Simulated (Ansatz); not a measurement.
## Run report: SiNH$_{6}$F, geometry relaxation (part 1 of 2)

System: SiNH$_{6}$F.
Method: RKS revPBE-D4/def2-SVP (Ansatz 0.2.0).

Figures and captions count atoms from 1; the log counts them from 0 in places.

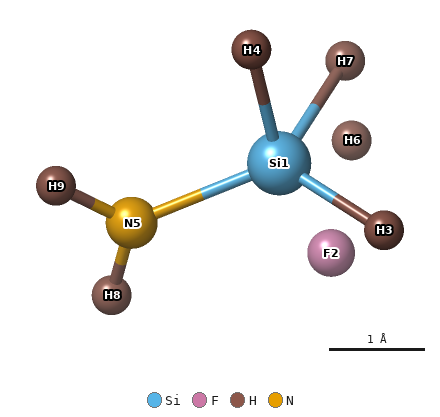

Fig. 1: The starting structure (ball-and-stick view, seen at a tilt; atoms are numbered from 1 in the order of the input).

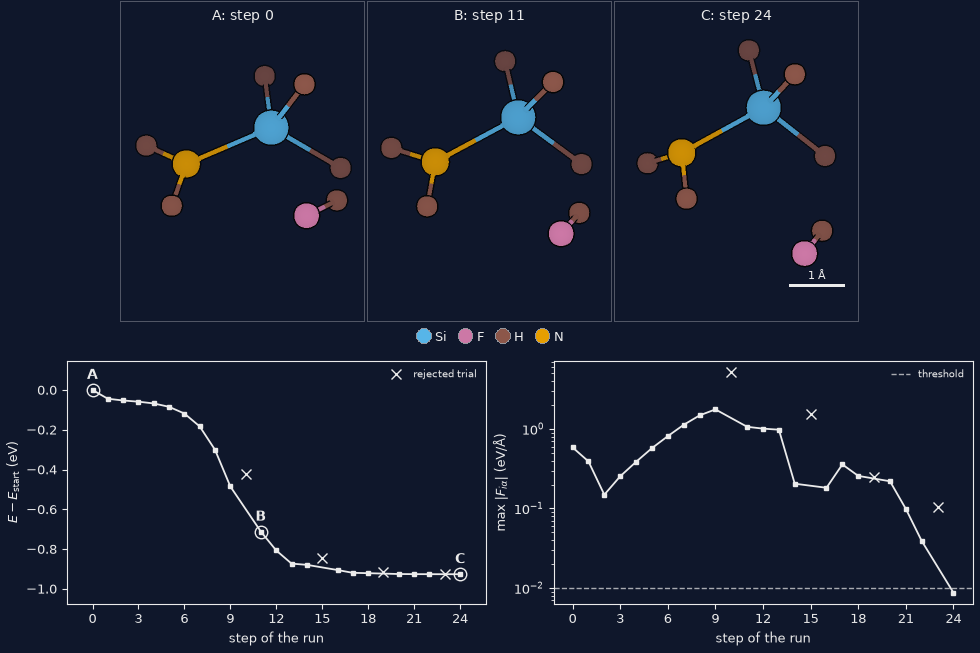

Fig. 2: Frames of the relaxation (ball-and-stick view, seen at a tilt) above the curves, on which the letters mark them (the first geometry is step 0 here and step 1 in the log).

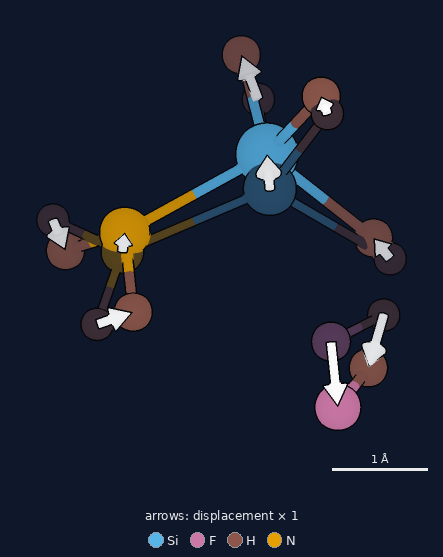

Fig. 3: Start (faint) and end (solid) with the displacements as white arrows, at true length (ball-and-stick view, seen at a tilt). The two geometries are laid on each other by the best rigid fit. The energy falls by 0.926 eV in 24 geometry steps. Largest force component: 0.59 eV/Å at the start, 0.0088 eV/Å at the end. The line search rejected the trial steps at points 10, 15, 19, 23 (counted from 0) and went back. The atom that moves furthest after the best rigid fit is F2 (0.70 Å). By element the largest moves are F 0.70 Å, H 0.66 Å, Si 0.44 Å, N 0.22 Å. Among the contacts that change: F2–H6 1.204 → 0.944 Å, Si1–H7 1.696 → 1.536 Å, Si1–N5 1.688 → 1.743 Å, Si1–H3 1.476 → 1.500 Å. Among the angles that change: H4–Si1–H7 86.8° → 105.9°, H3–Si1–N5 124.8° → 110.7°, Si1–N5–H8 123.7° → 115.2°. (Atoms are counted from 1 in the order of the input.)

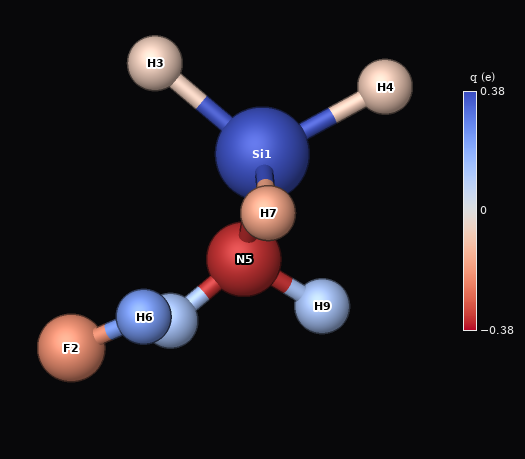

Fig. 4: Mulliken charges, as the colour of each atom (ball-and-stick view, seen at a tilt; atoms are numbered from 1 in the order of the input). By element: Si +0.36, F −0.20, H −0.16 to +0.23 and N −0.34 e.

The input that produced these results follows, with the program's output.

## Input
```yaml
crystal:
  periodic: [false, false, false]
  atoms:
    - {symbol: Si, position_ang: [0.424584, -0.071426, 0.318390]}
    - {symbol: F, position_ang: [0.101868, -0.914277, -1.437155]}
    - {symbol: H, position_ang: [1.154295, -1.299558, 0.690485]}
    - {symbol: H, position_ang: [0.928242, 0.986794, 1.248492]}
    - {symbol: N, position_ang: [-1.244279, 0.138803, 0.465578]}
    - {symbol: H, position_ang: [0.871395, 0.011938, -1.413663]}
    - {symbol: H, position_ang: [1.320894, 0.703571, -0.894687]}
    - {symbol: H, position_ang: [-1.918899, -0.339300, -0.104397]}
    - {symbol: H, position_ang: [-1.638098, 0.783454, 1.126959]}
basis:
  gaussian: {orbitals: def2-SVP}
hamiltonian: {xc: {name: revPBE}, dispersion: d4}
relax: {f_tol: 0.01, max_steps: 60, escape_saddle: false}
```

Run as:
```bash
ansatz run in.yaml --threads 2 --pin off --events-out ev --progress --plain --max-ram 4352MiB
```

## What the program printed
```
Functional definition: revPBE
  name "revPBE"
  cite "Zhang & Yang, Phys. Rev. Lett. 80, 890 (1998) doi:10.1103/PhysRevLett.80.890"
  cite "Perdew, Burke & Ernzerhof, Phys. Rev. Lett. 77, 3865 (1996) doi:10.1103/PhysRevLett.77.3865"
  parameter kappa = 1.245
  parameter beta = 0.06672455060314922
  exchange = pbe_x(kappa = kappa, mu = beta*pi^2/3)
  correlation = pbe_c(beta = beta)
864 factors; their error is unknown
mean field evaluation 1: about -12165.0891 eV, gradient 6.3e1 eV
mean field evaluation 2: about -12136.2558 eV, gradient 1.2e2 eV
mean field evaluation 4: about -12172.6473 eV, gradient 2.9e0 eV
mean field evaluation 8: about -12172.6735 eV, gradient 1.3e-1 eV
mean field evaluation 16: about -12172.6183 eV, gradient 6.4e-5 eV
mean field -12172.61834666 eV, -447.3354733425 hartree, gradient 6.4e-5 eV, S^2 0.000000; 0 other end points of the search recorded, 0 dependent functions left out
the calculation of the forces begins
reference -12172.61838618 eV, -447.3354747951 hartree; 18, 18 occupied and 58, 58 virtual orbitals, 864 factors
relax step   1: F+E_penalty+E_count = -12173.05736030 eV  Δ(F+E_penalty+E_count) = +0.000e0 eV  max|allowed force component| = 5.857e-1 eV/Å  Δτ_max = 0.0000 Å  (25 SCF iters, accepted)
these checks for a lower state are left out or cut short: starts, cluster_reference, orbital_swaps, neighbouring_geometries, increment
864 factors; their error is unknown
mean field -12172.66508647 eV, -447.3371909991 hartree, gradient 9.7e-6 eV, S^2 0.000000; 0 other end points of the search recorded, 0 dependent functions left out
[... from here on the field's lines of each further geometry are left out, up to the last ...]
relax step   2: F+E_penalty+E_count = -12173.10145936 eV  Δ(F+E_penalty+E_count) = -4.410e-2 eV  max|allowed force component| = 3.907e-1 eV/Å  Δτ_max = 0.0322 Å  (29 SCF iters, accepted)
relax step   3: F+E_penalty+E_count = -12173.11015463 eV  Δ(F+E_penalty+E_count) = -8.695e-3 eV  max|allowed force component| = 1.490e-1 eV/Å  Δτ_max = 0.0191 Å  (29 SCF iters, accepted)
relax step   4: F+E_penalty+E_count = -12173.11619511 eV  Δ(F+E_penalty+E_count) = -6.040e-3 eV  max|allowed force component| = 2.537e-1 eV/Å  Δτ_max = 0.0143 Å  (29 SCF iters, accepted)
relax step   5: F+E_penalty+E_count = -12173.12499583 eV  Δ(F+E_penalty+E_count) = -8.801e-3 eV  max|allowed force component| = 3.858e-1 eV/Å  Δτ_max = 0.0126 Å  (29 SCF iters, accepted)
relax step   6: F+E_penalty+E_count = -12173.14205443 eV  Δ(F+E_penalty+E_count) = -1.706e-2 eV  max|allowed force component| = 5.732e-1 eV/Å  Δτ_max = 0.0192 Å  (29 SCF iters, accepted)
relax step   7: F+E_penalty+E_count = -12173.17570571 eV  Δ(F+E_penalty+E_count) = -3.365e-2 eV  max|allowed force component| = 8.112e-1 eV/Å  Δτ_max = 0.0277 Å  (28 SCF iters, accepted)
relax step   8: F+E_penalty+E_count = -12173.24050322 eV  Δ(F+E_penalty+E_count) = -6.480e-2 eV  max|allowed force component| = 1.126e0 eV/Å  Δτ_max = 0.0404 Å  (28 SCF iters, accepted)
relax step   9: F+E_penalty+E_count = -12173.35798611 eV  Δ(F+E_penalty+E_count) = -1.175e-1 eV  max|allowed force component| = 1.478e0 eV/Å  Δτ_max = 0.0585 Å  (28 SCF iters, accepted)
relax step  10: F+E_penalty+E_count = -12173.54236568 eV  Δ(F+E_penalty+E_count) = -1.844e-1 eV  max|allowed force component| = 1.761e0 eV/Å  Δτ_max = 0.1043 Å  (27 SCF iters, accepted)
relax step  11: F+E_penalty+E_count = -12173.48052996 eV  Δ(F+E_penalty+E_count) = +6.184e-2 eV  max|allowed force component| = 5.262e0 eV/Å  Δτ_max = 0.1943 Å  (31 SCF iters, rejected (line search))
relax step  12: F+E_penalty+E_count = -12173.77004241 eV  Δ(F+E_penalty+E_count) = -2.277e-1 eV  max|allowed force component| = 1.064e0 eV/Å  Δτ_max = 0.0947 Å  (27 SCF iters, accepted)
relax step  13: F+E_penalty+E_count = -12173.86443470 eV  Δ(F+E_penalty+E_count) = -9.439e-2 eV  max|allowed force component| = 1.009e0 eV/Å  Δτ_max = 0.1000 Å  (29 SCF iters, accepted)
relax step  14: F+E_penalty+E_count = -12173.93053697 eV  Δ(F+E_penalty+E_count) = -6.610e-2 eV  max|allowed force component| = 9.781e-1 eV/Å  Δτ_max = 0.1443 Å  (25 SCF iters, accepted)
relax step  15: F+E_penalty+E_count = -12173.93652977 eV  Δ(F+E_penalty+E_count) = -5.993e-3 eV  max|allowed force component| = 2.049e-1 eV/Å  Δτ_max = 0.1159 Å  (27 SCF iters, accepted)
relax step  16: F+E_penalty+E_count = -12173.90447118 eV  Δ(F+E_penalty+E_count) = +3.206e-2 eV  max|allowed force component| = 1.535e0 eV/Å  Δτ_max = 0.1828 Å  (32 SCF iters, rejected (line search))
relax step  17: F+E_penalty+E_count = -12173.96267561 eV  Δ(F+E_penalty+E_count) = -2.615e-2 eV  max|allowed force component| = 1.821e-1 eV/Å  Δτ_max = 0.0914 Å  (26 SCF iters, accepted)
relax step  18: F+E_penalty+E_count = -12173.97675771 eV  Δ(F+E_penalty+E_count) = -1.408e-2 eV  max|allowed force component| = 3.581e-1 eV/Å  Δτ_max = 0.1000 Å  (27 SCF iters, accepted)
relax step  19: F+E_penalty+E_count = -12173.97851200 eV  Δ(F+E_penalty+E_count) = -1.754e-3 eV  max|allowed force component| = 2.569e-1 eV/Å  Δτ_max = 0.0410 Å  (26 SCF iters, accepted)
relax step  20: F+E_penalty+E_count = -12173.97382961 eV  Δ(F+E_penalty+E_count) = +4.682e-3 eV  max|allowed force component| = 2.478e-1 eV/Å  Δτ_max = 0.1786 Å  (26 SCF iters, rejected (line search))
relax step  21: F+E_penalty+E_count = -12173.98280393 eV  Δ(F+E_penalty+E_count) = -4.292e-3 eV  max|allowed force component| = 2.200e-1 eV/Å  Δτ_max = 0.0872 Å  (26 SCF iters, accepted)
relax step  22: F+E_penalty+E_count = -12173.98334405 eV  Δ(F+E_penalty+E_count) = -5.401e-4 eV  max|allowed force component| = 9.882e-2 eV/Å  Δτ_max = 0.0386 Å  (27 SCF iters, accepted)
relax step  23: F+E_penalty+E_count = -12173.98356688 eV  Δ(F+E_penalty+E_count) = -2.228e-4 eV  max|allowed force component| = 3.908e-2 eV/Å  Δτ_max = 0.0298 Å  (27 SCF iters, accepted)
relax step  24: F+E_penalty+E_count = -12173.98340329 eV  Δ(F+E_penalty+E_count) = +1.636e-4 eV  max|allowed force component| = 1.052e-1 eV/Å  Δτ_max = 0.0344 Å  (27 SCF iters, rejected (line search))
the calculation of the forces begins
reference -12173.59900545 eV, -447.3715118884 hartree; 18, 18 occupied and 58, 58 virtual orbitals, 864 factors
relax step  25: F+E_penalty+E_count = -12173.98385127 eV  Δ(F+E_penalty+E_count) = -2.844e-4 eV  max|allowed force component| = 8.751e-3 eV/Å  Δτ_max = 0.0172 Å  (27 SCF iters, accepted)
864 factors; their error is unknown
mean field evaluation 192: about -12173.0462 eV, gradient 1.4e1 eV
mean field -12173.59896639 eV, -447.3715104530 hartree, gradient 2.1e-5 eV, S^2 0.000000; 1 other end points of the search recorded, 0 dependent functions left out
the calculation of the forces begins
reference -12173.59900545 eV, -447.3715118884 hartree; 18, 18 occupied and 58, 58 virtual orbitals, 864 factors
Total energy: -12173.98389033 eV, -447.3856561471 hartree
Atom 0 at     0.601566     0.146153     0.660935 Å, force     0.000095     0.002972    -0.002877 eV/Å
Atom 1 at    -0.155442    -0.952976    -2.073889 Å, force     0.006283     0.006099     0.000230 eV/Å
Atom 2 at     1.209484    -1.204247     0.896933 Å, force     0.000812    -0.003669     0.002513 eV/Å
Atom 3 at     0.994688     1.114745     1.739739 Å, force    -0.001383    -0.000567    -0.000598 eV/Å
Atom 4 at    -1.138372     0.041932     0.630359 Å, force    -0.002576    -0.001739    -0.008079 eV/Å
Atom 5 at     0.427609    -0.249174    -1.836968 Å, force    -0.004692    -0.006493    -0.002923 eV/Å
Atom 6 at     1.253850     0.666491    -0.628314 Å, force     0.000396     0.002338     0.001508 eV/Å
Atom 7 at    -1.530520    -0.471775    -0.166085 Å, force    -0.001846     0.001007     0.008751 eV/Å
Atom 8 at    -1.662862     0.908850     0.777293 Å, force     0.002910     0.000052     0.001475 eV/Å
Dipole moment:    -0.036900     0.336811    -0.002695 e Å
```

## Trajectory as extended XYZ (Å, eV, eV/Å), 24 of the 25 frames kept, from step=1 to step=25
```
9
Properties=species:S:1:pos:R:3:forces:R:3 step=1 energy=-12173.05736
Si    0.4246   -0.0714    0.3184    0.5857  -0.1033   0.0651
F     0.1019   -0.9143   -1.4372   -0.1647  -0.2475  -0.3040
H     1.1543   -1.2996    0.6905    0.2277  -0.3097   0.1672
H     0.9282    0.9868    1.2485    0.0835   0.2486   0.2596
N    -1.2443    0.1388    0.4656   -0.2024   0.0536   0.0483
H     0.8714    0.0119   -1.4137   -0.0091  -0.0435  -0.2818
H     1.3209    0.7036   -0.8947    0.2632   0.2866  -0.0260
H    -1.9189   -0.3393   -0.1044   -0.4853  -0.3317  -0.3866
H    -1.6381    0.7835    1.1270   -0.2986   0.4467   0.4582
9
Properties=species:S:1:pos:R:3:forces:R:3 step=2 energy=-12173.10146
Si    0.4296   -0.0777    0.3161    0.3907   0.0229   0.2153
F     0.0984   -0.9179   -1.4557    0.0098  -0.0171  -0.1425
H     1.1723   -1.3093    0.7153    0.0446  -0.0955  -0.0029
H     0.9249    0.9882    1.2672    0.0192   0.0746   0.0615
N    -1.2532    0.1416    0.4677   -0.2862   0.0208  -0.0012
H     0.8701    0.0125   -1.4402   -0.0175  -0.0496  -0.0882
H     1.3459    0.7135   -0.9062    0.0299   0.0161  -0.0612
H    -1.9391   -0.3454   -0.1019   -0.1244  -0.0704  -0.0834
H    -1.6489    0.7944    1.1376   -0.0660   0.0982   0.1024
9
Properties=species:S:1:pos:R:3:forces:R:3 step=3 energy=-12173.11016
Si    0.4364   -0.0742    0.3262    0.0910   0.0696   0.1217
F     0.1005   -0.9169   -1.4599    0.0504   0.0459  -0.1140
H     1.1798   -1.3176    0.7121   -0.0181   0.0219  -0.0063
H     0.9270    0.9984    1.2831   -0.0141  -0.0280  -0.0257
N    -1.2618    0.1442    0.4702   -0.0594  -0.0065  -0.0066
H     0.8755    0.0083   -1.4540   -0.1245  -0.1490  -0.0083
H     1.3544    0.7084   -0.9192    0.0338   0.0473   0.0399
H    -1.9488   -0.3461   -0.1032    0.0257   0.0154   0.0172
H    -1.6631    0.7955    1.1448    0.0152  -0.0165  -0.0180
9
Properties=species:S:1:pos:R:3:forces:R:3 step=4 energy=-12173.11620
Si    0.4411   -0.0677    0.3327    0.1045   0.1330   0.1008
F     0.0987   -0.9181   -1.4727    0.1200   0.1264  -0.1035
H     1.1792   -1.3145    0.7171   -0.0194   0.0190  -0.0315
H     0.9275    1.0016    1.2928   -0.0076  -0.0210  -0.0059
N    -1.2593    0.1459    0.4702   -0.0225  -0.0239  -0.0292
H     0.8653   -0.0013   -1.4573   -0.2029  -0.2537  -0.0495
H     1.3555    0.7069   -0.9219   -0.0131   0.0153   0.1214
H    -1.9421   -0.3419   -0.1100    0.0225   0.0061   0.0144
H    -1.6657    0.7891    1.1491    0.0184  -0.0011  -0.0169
9
Properties=species:S:1:pos:R:3:forces:R:3 step=5 energy=-12173.12500
Si    0.4466   -0.0614    0.3396    0.0735   0.1916   0.0912
F     0.0945   -0.9197   -1.4814    0.2279   0.2316  -0.1434
H     1.1836   -1.3131    0.7093   -0.0263   0.0247  -0.0174
H     0.9308    1.0047    1.3046   -0.0210  -0.0372   0.0067
N    -1.2577    0.1463    0.4697    0.0313  -0.0201  -0.0139
H     0.8570   -0.0095   -1.4609   -0.3237  -0.3858  -0.0445
H     1.3505    0.7039   -0.9115   -0.0324  -0.0021   0.1332
H    -1.9371   -0.3464   -0.1110    0.0417   0.0214   0.0189
H    -1.6682    0.7951    1.1417    0.0290  -0.0241  -0.0308
```
